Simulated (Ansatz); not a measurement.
# Gate voltage at the highest density: TiGe2N4 monolayer

A layer charged from two gates alike needs a voltage that grows with the carrier density; the slope is e over the total capacitance.

Set-up. Ansatz 0.2.0, plane waves with PAW datasets (its set soft_2), LDA; isolated slab, charged sheets 5 Å from the outer atoms behind model barriers, atoms held, Fermi-Dirac smearing of 0.02585 eV. The voltage is that of the gates (their mean) against the layer's Fermi level, from the uncharged case, which has a gap of 1.21 eV.

```tsv
run	added electrons (10¹³ per cm²)	gate voltage (V)
run 1	0.50	0.71
run 2	2.00	1.36
run 3	6.00	?
```

**Question.** What value belongs in the row marked “?”, and how far can the other rows tell?

Two rows fix a line: slope = (1.36 − 0.71) / (2.00 − 0.50) = 0.4333, intercept 0.4934. The capacitance is 1.602/0.4333 = 3.70 µF/cm², against 3.54 µF/cm² for plates 5 Å apart in vacuum on both sides; it is the larger, as where the added charge has its centre outside the outer atoms (not examined here). The intercept is mostly the shift of the Fermi level from inside the gap to the band edge. At 6.00 it gives 0.4333 × 6.00 + 0.4934 = 3.09 V, beyond the rows fitted. Rounding of the rows alone allows about ±0.032 V there; two rows can't show whether the line holds.

The run itself gives 3.01 V: a miss of −0.08 V, or 2.7 % of the value. The capacitance rises a little towards the highest density.

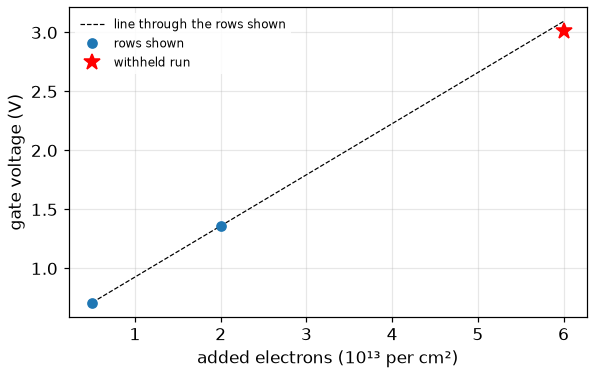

The fit and the withheld run.

**Limits.** The gates are model sheets, not atoms, and low densities sample few k-points.

[Logs are printed without paths, hosts, clocks, repeated set-up lines and the standing remarks that a program may print on its own settings, such as how far it seeks lower states.]
